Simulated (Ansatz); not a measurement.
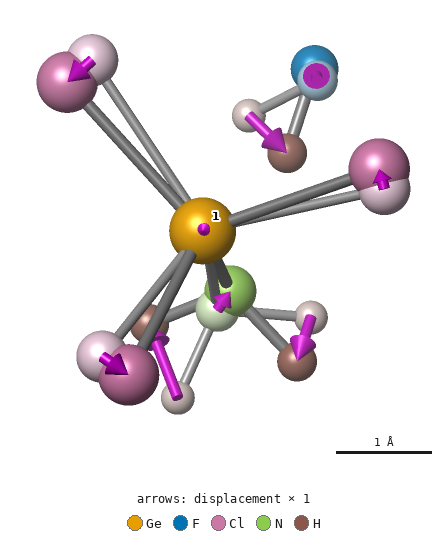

A relaxation of GeNH3Cl3F. The starting structure is drawn faded, the final one solid; purple arrows show the displacements, at their true length. The two geometries are superimposed by the best rigid fit.

A ball-and-stick model, seen from a free direction.

The run prepares an end point of a later path (reaction) calculation, from a guessed geometry.

These are results of Ansatz 0.2.0, RKS PBE0-D4/def2-SVP, not measurements. (no spin polarisation; force threshold 0.03 eV/Å; at most 50 steps)

Question: Atoms of which element are displaced furthest, and by how much?

Answer: Hydrogen: up to 0.94 Å, against 0.40 Å for fluorine.

Question: What happened in the run?

Answer: The energy falls by 4.91 kcal/mol in 9 accepted moves (11 points after the start). Largest force component: 0.92 eV/Å at the start, 0.025 eV/Å at the end. The line search rejected the trial steps at points 6, 9 of the run. The forces were under the threshold at step 8, but the run went on from there. The largest move after the best rigid fit is that of an H atom, 0.94 Å. By element the largest moves are H 0.94 Å, F 0.40 Å, Cl 0.35 Å, N 0.24 Å, Ge 0.09 Å. Some distances before and after: Ge–N 1.874 → 1.831 Å, F–H 0.925 → 0.943 Å, Cl–Ge 2.133 → 2.120 Å, Cl–Ge 2.148 → 2.144 Å. Among the angles between lasting bonds that change: Cl–Ge–N 106.3° → 111.9°, Cl–Ge–N 113.2° → 108.0°, Cl–Ge–N 112.4° → 108.2°. Groups turn about Ge–N by about 60°.

Limits of the set-up: the start holds two separate molecules, 2.3 Å apart at their closest, whose relative position is a soft coordinate.
